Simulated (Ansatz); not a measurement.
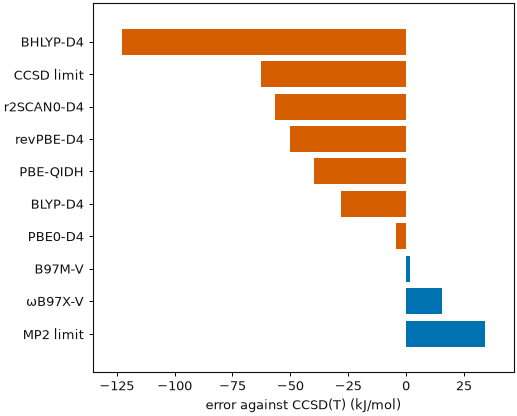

Error in the electronic atomisation energy (method less reference, so positive means overbinding) of C₃H₁₀OSi, SMILES CCOC[SiH3]: functionals in def2-TZVPP against frozen-core CCSD(T) at the limit (MP2 extrapolated from triple and quadruple zeta, plus CCSD(T) less MP2 in a smaller set), which gives 5446.7 kJ/mol, at a PBE0-D4/def2-TZVP geometry (a minimum by its frequencies), no zero-point or spin-orbit term, the Ansatz code 0.2.0. The reference leaves out core correlation, a term that grows with the number of heavy atoms. PBE-QIDH holds a correlation term that converges slowly with the basis, so part of the distance to the limit is basis error. No dispersion term is added to PBE-QIDH. Limit means the basis limit.

> Which of these levels overbind, and which underbind?

Overbind: MP2 limit. Underbind: BHLYP-D4, CCSD limit, r2SCAN0-D4, revPBE-D4, PBE-QIDH and BLYP-D4. Within 25 kJ/mol of zero, too close to call in view of what the reference leaves out: PBE0-D4, B97M-V and ωB97X-V.

> What range do the values span?

From −122.9 kJ/mol (BHLYP-D4) to 34.1 kJ/mol (MP2 limit).

Caveats, for all or some of the runs: one conformer of a flexible molecule.
